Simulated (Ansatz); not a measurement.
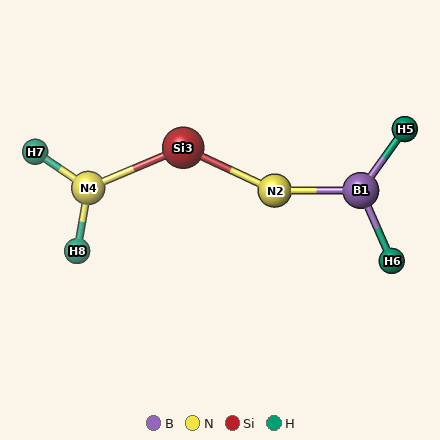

The system is BH4N2Si, SMILES BN=[Si+]N, charge +1; the picture shows the reference structure. First axis: angle N2–Si3–N4. Second axis: change of the bonds Si3–N2, Si3–N4, all alike. Nothing is relaxed (all other coordinates rigid). Grid: 11 × 11 points. Points are written as (first, second). Energies are in kJ/mol, from the relaxed molecule at the same level. Method: RKS PBE0-D4/def2-SVP (Ansatz 0.2.0).

Its coordinates:

```xyz
8

B    -1.4586    1.5545   -0.1362
N    -0.5295    0.5443   -0.0624
Si    0.7841   -0.1842    0.5063
N     1.5045   -1.6205    0.1292
H    -1.4666    2.5637    0.5281
H    -2.3292    1.3514   -0.9693
H     2.3516   -1.9524    0.5883
H     1.1436   -2.2567   -0.5841
```

Range: angle N2–Si3–N4 from 87.1 to 177.1°; change of the bonds Si3–N2, Si3–N4, all alike from −0.179 to 0.277 Å.

> What landscape does the calculation give?

The lowest grid point is at (132.1°, 0.003 Å), 0.03 kJ/mol from the relaxed molecule at the same level. No other kind of well shows on this grid. The highest grid point, (87.1°, −0.179 Å), lies 423 kJ/mol above the lowest. Round the minimum the valley is somewhat tilted: raising angle N2–Si3–N4 shifts the best value of the second coordinate downwards (coupling k₁₂/√(k₁₁k₂₂) about 0.4).

```csv
"second ↓, first →",87.1,96.1,105.1,114.1,123.1,132.1,141.1,150.1,159.1,168.1,177.1
0.277,161,146,142,145,155,169,187,209,233,260,289
0.231,133,115,107,109,116,129,145,165,188,213,241
0.186,112,88,77,76,81,91,105,123,144,167,192
0.140,96,67,52,47,49,56,68,84,102,123,145
0.094,89,54,34,25,23,28,37,50,65,83,102
0.049,93,51,26,12,7,8,14,24,37,51,68
0.003,112,62,30,12,3,0,3,9,19,31,45
−0.042,149,90,51,28,14,7,6,10,16,26,37
−0.088,210,140,94,64,46,35,30,30,34,40,50
−0.134,300,219,165,128,104,88,80,76,77,81,89
−0.179,423,331,267,223,193,173,160,153,151,153,159
```

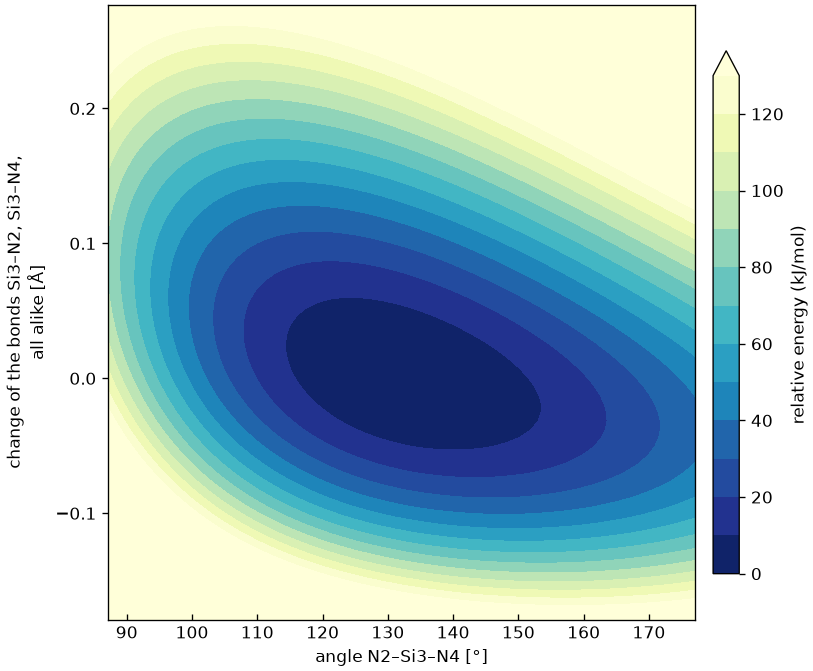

In the figure: filled contours, one colour for all values above the top of the scale. Between grid points the surface is interpolated.

The whole map (121 points run) took 17 min on 1 thread of Intel(R) Xeon(R) Processor @ 2.50GHz (Skylake/Cascade Lake), on a shared host.
